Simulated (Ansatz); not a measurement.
Start from BN in the zinc blende structure (space group F-43m, No. 216; a = 3.606 Å).

Modification: every lattice vector is stretched by 3.00 %, atoms relaxed at fixed cell.

Calculations: PBEsol (Ansatz, a program for electronic structure), scalar-relativistic without spin-orbit coupling.

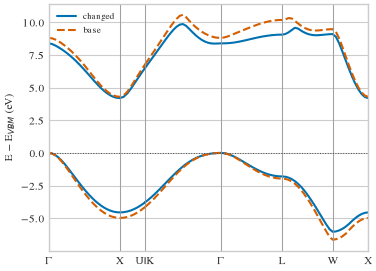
*Highest valence and lowest conduction band along the path, each from its own valence-band maximum*

The gap is 4.20 eV, indirect, Γ → X; the base has 4.30 eV.

The cells carry an imposed strain or load. Stability against distortions was not tested.
